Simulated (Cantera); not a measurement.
Input: 1 mol toluene, 2.4 mol H₂, at 50300 Torr.

Cantera equilibrium calculation (NASA polynomials, part measured and part estimated; ideal gas, pure solids and liquids). Candidate condensed phases: C, C₆H₆, C₇H₈, C₈H₁₈; 76 gas species. The ideal-gas law is rough above about 30 bar. Rates play no part.

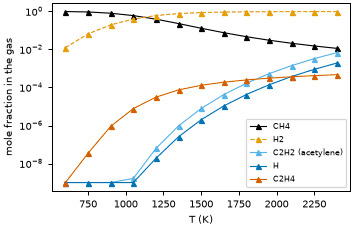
Figure. Equilibrium gas composition (values under 1e-9 drawn at 1e-9)

From 600 K to 2400 K the condensed part is C(graphite). The main C-bearing gas is CH₄ at 600 K and C₂H₂ (acetylene) at 2400 K. The share of C in condensed phases is highest at 2250 K (97.9 %) and lowest at 600 K (54.6 %).
